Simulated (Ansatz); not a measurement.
# GeSiH6O (SMILES [SiH3][O][GeH3]): B3LYP/6-31G(d) (Cartesian functions)

What is the vertical singlet–triplet gap of GeSiH6O at B3LYP/6-31G* (Cartesian functions)? 

Program for the calculation: Ansatz 0.2.0.

75 further runs of the same task are left out: 75 set aside as unsound or not needed.

### 1 The structure to begin with

GeSiH6O: 9 atoms, total charge 0, spin state singlet. SMILES: `[SiH3][O][GeH3]`. The coordinates come from a PBE0-D4/def2-TZVP relaxation.

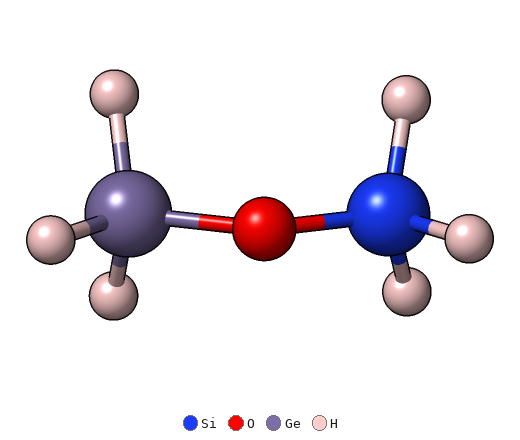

The structure, seen from a chosen angle (silicon blue, oxygen red, germanium purple, hydrogen pink).

### 2 The energy at B3LYP/6-31G(d) (Cartesian functions)

File run.yaml:

```yaml
crystal:
  periodic: [false, false, false]
  atoms:
    - {symbol: Si, position_ang: [-0.686600, 1.033100, -0.921400]}
    - {symbol: O, position_ang: [0.592700, 0.201900, -0.339400]}
    - {symbol: Ge, position_ang: [0.809800, -1.049500, 0.901700]}
    - {symbol: H, position_ang: [-1.697500, 0.113200, -1.514500]}
    - {symbol: H, position_ang: [-0.195800, 1.964800, -1.966700]}
    - {symbol: H, position_ang: [-1.355600, 1.810800, 0.159300]}
    - {symbol: H, position_ang: [2.310800, -1.355600, 0.917000]}
    - {symbol: H, position_ang: [-0.018800, -2.280500, 0.498400]}
    - {symbol: H, position_ang: [0.329300, -0.484400, 2.248700]}
basis:
  gaussian:
    orbitals: "6-31G*"
hamiltonian:
  xc: {name: B3LYP}
accuracy: high
output: {orbitals: {seedname: orbitals}}
```

Started as:

```console
$ ansatz run run.yaml --threads 1 --pin off --max-ram 3480MiB --events-out events.jsonl --progress --plain --runs-dir runs
```

The program printed:

```text
Warning: RAYON_NUM_THREADS=1 ignored (pool sized by the plan → 1); use --threads N
Functional definition: B3LYP
  name "B3LYP"
  parameter a0 = 0.2
  parameter ax = 0.72
  parameter ac = 0.81
  exchange = (1 - a0 - ax)*slater_x + ax*b88_x + a0*exact_x
  correlation = (1 - ac)*vwn_rpa_c + ac*lyp_c
1703 factors; integrals over basis functions are off by at most 4.8e-9 eV
mean field evaluation 1: about -66530.2170 eV, gradient 5.5e1 eV
mean field evaluation 2: about -66511.4311 eV, gradient 1.1e2 eV
mean field evaluation 4: about -66535.1398 eV, gradient 4.1e0 eV
mean field evaluation 8: about -66535.2931 eV, gradient 2.0e-1 eV
mean field evaluation 16: about -66535.2933 eV, gradient 3.2e-6 eV
mean field -66535.29327659 eV, -2445.1269286731 hartree, gradient 2.3e-8 eV, S^2 0.000000; 0 other end points of the search recorded, 0 dependent functions left out
reference -66535.29332200 eV, -2445.1269303418 hartree; 30, 30 occupied and 51, 51 virtual orbitals, 1703 factors
Total energy: -66535.29332200 eV, -2445.1269303418 hartree
```

Run time: 4.8 s. Hardware: 1 thread of Intel Xeon 6975P-C (Granite Rapids), shared host; peak memory 0.29 GiB.

### 3 The triplet, same level

run.yaml: that of step 2 with these lines changed.

```diff
@@ -15,2 +15,5 @@
     orbitals: "6-31G*"
+magnetization:
+  spin_polarized: true
+  initial_magnetization: 2
 hamiltonian:
@@ -18,2 +21,3 @@
 accuracy: high
-output: {orbitals: {seedname: orbitals}}
+output:
+  orbitals: {seedname: orbitals}
```

Started as:

```console
$ ansatz run run.yaml --threads 1 --pin off --max-ram 3480MiB --events-out events.jsonl --progress --plain --runs-dir runs
```

The program printed (excerpt; [...] marks lines left out):

```text
Warning: RAYON_NUM_THREADS=1 ignored (pool sized by the plan → 1); use --threads N
[... 7 set-up lines as earlier in the session ...]
1703 factors; integrals over basis functions are off by at most 4.8e-9 eV
mean field evaluation 1: about -66522.7146 eV, gradient 3.9e1 eV
mean field evaluation 2: about -66484.5537 eV, gradient 9.9e1 eV
mean field evaluation 4: about -66528.5244 eV, gradient 7.8e0 eV
mean field evaluation 8: about -66528.7854 eV, gradient 5.1e-1 eV
mean field evaluation 16: about -66528.9403 eV, gradient 4.6e-3 eV
mean field evaluation 32: about -66528.9403 eV, gradient 1.8e-6 eV
mean field -66528.94029796 eV, -2444.8934610145 hartree, gradient 3.8e-8 eV, S^2 2.006124; 4 other end points of the search recorded, 0 dependent functions left out
reference -66528.94034447 eV, -2444.8934627240 hartree; 31, 29 occupied and 50, 52 virtual orbitals, 1703 factors
Total energy: -66528.94034447 eV, -2444.8934627240 hartree
```

Wall time 12 s (1 thread of Intel Xeon 6975P-C (Granite Rapids), shared host); peak memory 0.43 GiB.

### 4 Summary of results

At B3LYP/6-31G* (Cartesian functions):

| quantity | value |
| --- | --- |
| singlet: total energy | -2445.12693 Eh |
| singlet: HOMO energy | -8.00 eV |
| singlet: LUMO energy | -0.24 eV |
| singlet: HOMO–LUMO gap | 7.75 eV |
| triplet: total energy | -2444.89346 Eh |
| triplet: HOMO energy (highest over α and β) | -2.10 eV |
| triplet: ⟨S²⟩ | 2.006 |
| vertical energy of the triplet above the singlet | 6.353 eV |

What this shows: At this shape the triplet lies 6.35 eV (147 kcal/mol) above the singlet.
